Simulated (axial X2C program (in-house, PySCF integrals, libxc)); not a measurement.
Run report: AlO⁻, relativistic diatomic calculation

AlO⁻, single determinant with M_S = 1 and |Λ| = 1 (not the lowest found). Computed at this level: PBE0, spin-free X2C-1e, Al dyall-av3z, O dyall-av3z (cores contracted) (axial X2C program (in-house, PySCF integrals, libxc)).

## Input
```
{"zs": [13, 8], "q": -1, "bas": ["dyall-av3z", "dyall-av3z"], "levels": ["PBE0", "HF", "M06", "LDA"], "cc": false, "r0": 1.7, "npts": 10, "nst": 2, "ntry": 6, "opt": {"ecut": 0.5}}
```

The line is the task of a batch: nuclear charges, charge, bases, the levels to run, a first guess of the distance and further settings. This report covers PBE0 without spin-orbit coupling. The log is that of the reference distance 1.646 Å, started from orbitals converged before.

Hardware: 1 thread of Arm Neoverse N1, 98 GiB of memory available, shared host.

Launched within a batch (the task file carries these settings):
```bash
python <driver script> task.json out
```

## The program's output
```
spin-free X2C-1e  PBE0
basis functions 119  fitting functions 632  grid points 4351
iter        total energy     max residual
   1       -317.960459191     7.89e-06
   2       -317.960459195     6.37e-06
   3       -317.960459197     4.36e-06
converged
one-electron -512.28513510  Coulomb 188.08336438  exact exchange -6.61874996  xc functional -20.57519364  nuclear repulsion 33.43525512
```

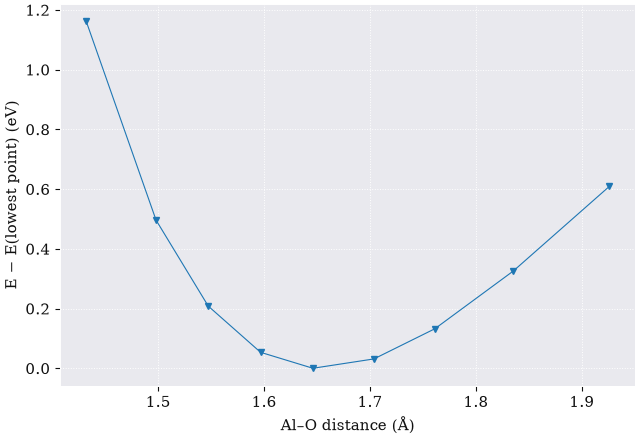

**Figure 1.** Energy at 9 bond lengths, for one set of occupations held fixed; the line joins the points. A polynomial of degree 6 through 9 points gives rₑ = 1.654 Å, ωₑ = 888.1 cm⁻¹, ωₑxₑ = 8.2 cm⁻¹ and Bₑ = 0.6136 cm⁻¹. The minimum lies 3.72 eV below Al + O⁻, each computed as one determinant at the same level.

## Outcome

```
                    quantity                                      value
                     outcome  converged; a filled level lies above zero
              bond length rₑ                                    1.654 Å
                          ωₑ                                 888.1 cm⁻¹
       energy at the minimum                         −317.96049 hartree
   depth below the fragments                                    3.72 eV
largest ⟨S²⟩ along the curve                                       2.02
                   wall time                                      4.5 s
                 peak memory                                   0.25 GiB
```

## What is odd here

One thing in this input was made odd on purpose: few virtuals (ecut = 0.5). The program ran to the end. Its numbers are those of the input as typed; this run alone doesn't show how far the oddity moves them. The highest filled level (PBE0, up to 1.09 eV) lies above zero. That is common for anions, where the functional's self-interaction leaves the outer electrons unbound; only the finite basis holds them, so such levels depend on it. To bear in mind: 9 of the 10 points asked for were kept; at every distance an empty level lies below a filled one, since the occupations are held fixed.
